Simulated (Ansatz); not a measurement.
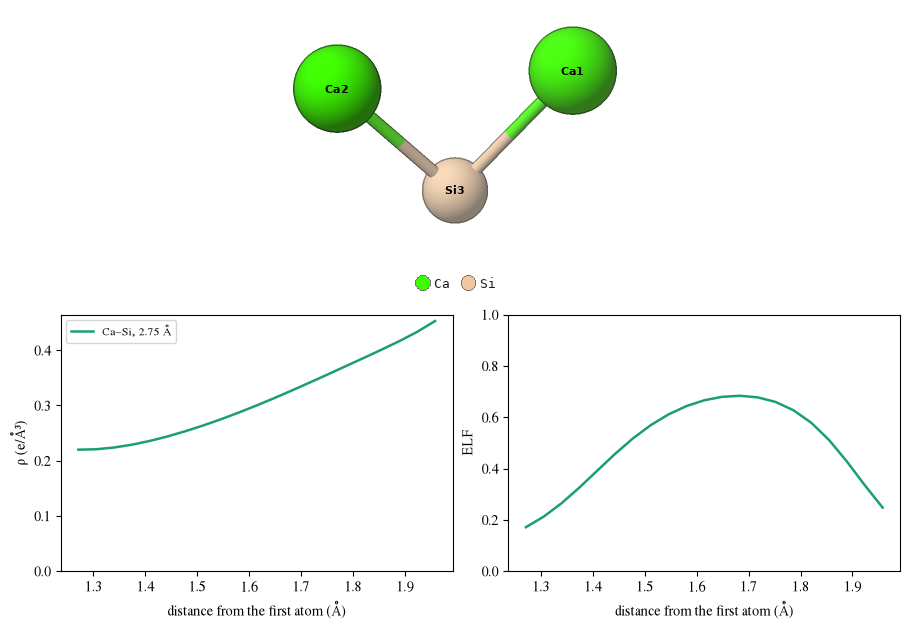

The picture shows: Ca2Si (charge −1, doublet). Total electron density and ELF along straight lines between neighbouring atoms. The curves leave out the atomic cores. The structure is drawn too.

Geometry: B3LYP-D4/def2-TZVPD; ⟨S²⟩ = 0.95, above the pure value of 0.75.

All numbers below come from UKS PBE0-D4/def2-TZVPD in Ansatz 0.2.0.

**What can be read from the curves?**

Ca–Si (2.75 Å): ρ is about 0.23 e/Å³ halfway; the ELF peaks at about 0.70 in the valence shell of Si, 1.1 Å from its nucleus, and is about 0.35 at the midpoint.
